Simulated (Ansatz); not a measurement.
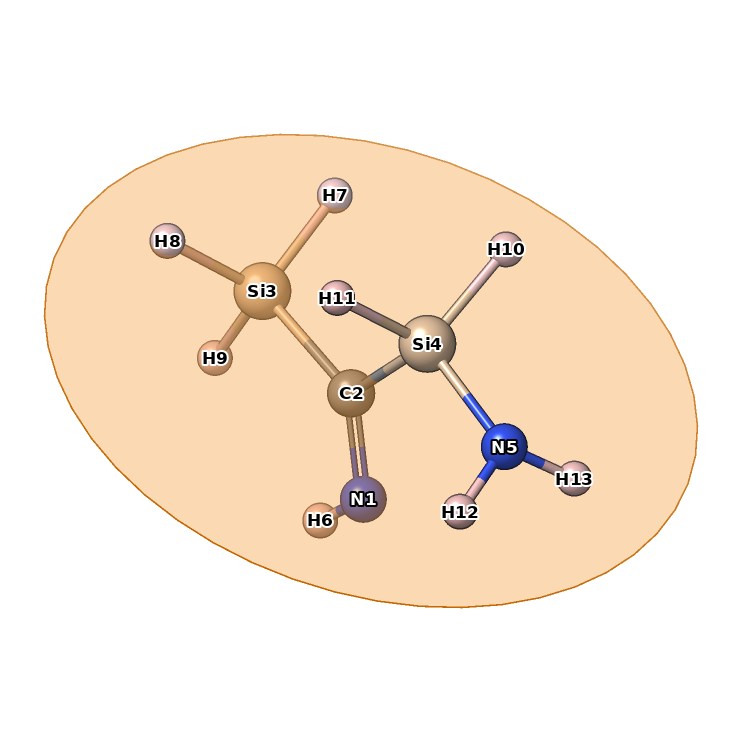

A disc through the centre of mass is drawn in. Depth is shown by fading: the farther an atom, the more it takes the colour of the background. The computed structure is the end point of a PBE0-D4/def2-TZVP optimisation. No frequency run is at hand to confirm it as a minimum.

Is the plane of the disc a mirror plane of the structure?

No. The point group is Cs, with 1 mirror plane, and this plane isn't one of its mirror planes.
